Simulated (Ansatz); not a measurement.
One crystal and one scan (frozen-phonon scan) at two levels, PBE (plane waves to 420 eV, PAW, scalar-relativistic; Ansatz, a quantum-chemistry and plane-wave program) and r2SCAN (plane waves to 500 eV, PAW, scalar-relativistic; Ansatz), each from its own relaxed cell and on its own mesh. The cell shown is that of PBE.

Mg (hcp, Mg type)

```
Mg
1.0
    3.18616     0.00000     0.00000
   -1.59308     2.75930     0.00000
    0.00000     0.00000     5.22349
Mg
2
Cartesian
  0.00000   1.83953   3.91762
  1.59308   0.91977   1.30587
```

A phonon eigenvector at Γ is frozen into this cell: atom i moves by Q times the vector below, so Q is the largest atomic displacement, in Å. The cell is held.

```
atom      x      y       z
----  -----  -----  ------
Mg1   0.000  0.000  -1.000
Mg2   0.000  0.000   1.000
```

Mg was relaxed with its symmetry unable to fall. The PAW data are Ansatz's earlier set. With partly filled bands, energies and forces of such displacements shift with the k mesh and the smearing. Percentages come from the unrounded values. Both scans cover Q from -0.100 to 0.100 Å.

```json
[
 {"quantity": "Lattice constant a (Å)", "PBE": "3.186", "r2SCAN": "3.175", "PBE − r2SCAN": "+0.011 (+0.4 %)"},
 {"quantity": "Lattice constant c (Å)", "PBE": "5.223", "r2SCAN": "5.185", "PBE − r2SCAN": "+0.038 (+0.7 %)"},
 {"quantity": "Relaxed volume (Å³/atom)", "PBE": "22.96", "r2SCAN": "22.63", "PBE − r2SCAN": "+0.33 (+1.5 %)"},
 {"quantity": "Energy at Q = 0.100 Å (meV/cell)", "PBE": "53", "r2SCAN": "61", "PBE − r2SCAN": "-8 (-13 %)"},
 {"quantity": "Harmonic wavenumber from the curvature (finite differences) (cm⁻¹ (negative: imaginary))", "PBE": "242", "r2SCAN": "259", "PBE − r2SCAN": "-17 (-7 %)"}
]
```

PBE gives the higher value for: lattice constant a; lattice constant c; relaxed volume. PBE gives the lower value for: energy at Q = 0.100 Å; harmonic wavenumber from the curvature. Both give the same space group of the distorted cell: P-3m1 (No. 164), lowered from P6_3/mmc. Neither level is exact: the differences show how much the result hangs on the functional.

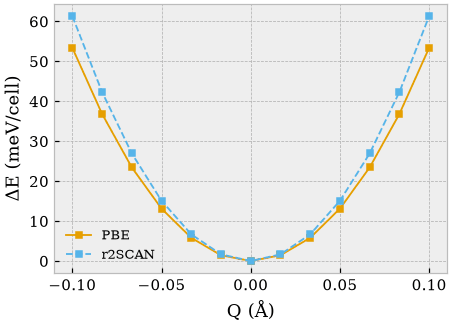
Figure: ΔE, each from the undisplaced structure of its own level.

(For displaced atoms, the force is minus the slope of the energy, and its curvature is a force constant, which sets phonon frequencies.)
